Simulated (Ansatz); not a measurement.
Mo (bcc, W type)

```cif
data_Mo2
_chemical_formula_sum 'Mo2'
_space_group_name_H-M_alt 'Im-3m'
_space_group_IT_number 229
_space_group_name_Hall '-I 4 2 3'
_cell_length_a 3.16074
_cell_length_b 3.16074
_cell_length_c 3.16074
_cell_angle_alpha 90.000
_cell_angle_beta 90.000
_cell_angle_gamma 90.000
loop_
_atom_site_label
_atom_site_type_symbol
_atom_site_symmetry_multiplicity
_atom_site_Wyckoff_symbol
_atom_site_fract_x
_atom_site_fract_y
_atom_site_fract_z
_atom_site_occupancy
Mo1 Mo 2 a 0.00000 0.00000 0.00000 1
```
(The calculation used a cell of 1 atom; values per cell refer to that cell.)

The volume is varied about the relaxed value V₀ at fixed cell shape. Symmetry pins the atoms to their sites.

Computed with PBE (plane waves to 420 eV, PAW, scalar-relativistic; Ansatz, an electronic-structure program). k mesh 21×21×21 (Γ-centred), Fermi-Dirac smearing 0.05 eV. The energy includes the smearing's −TS. Mo is run without spin polarisation. Mo was relaxed with its symmetry unable to fall. ΔE is measured from the relaxed starting cell.

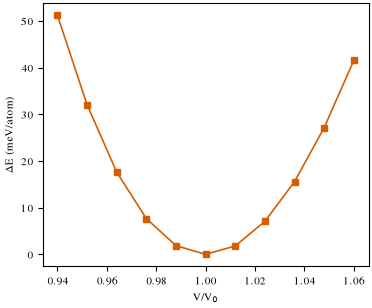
Figure: ΔE (meV/atom) against V/V₀; computed points joined by lines.

Task: What is ΔE at V/V₀ = 0.940?

Result: About 51 meV/atom.

Task: What is ΔE at V/V₀ = 1.060?

Result: About 42 meV/atom.

Task: What bulk modulus B₀ follows from a third-order Birch-Murnaghan fit?

Result: About 260 GPa.

(Under strain, the slope of the energy per volume gives the stress and its curvature an elastic modulus.)
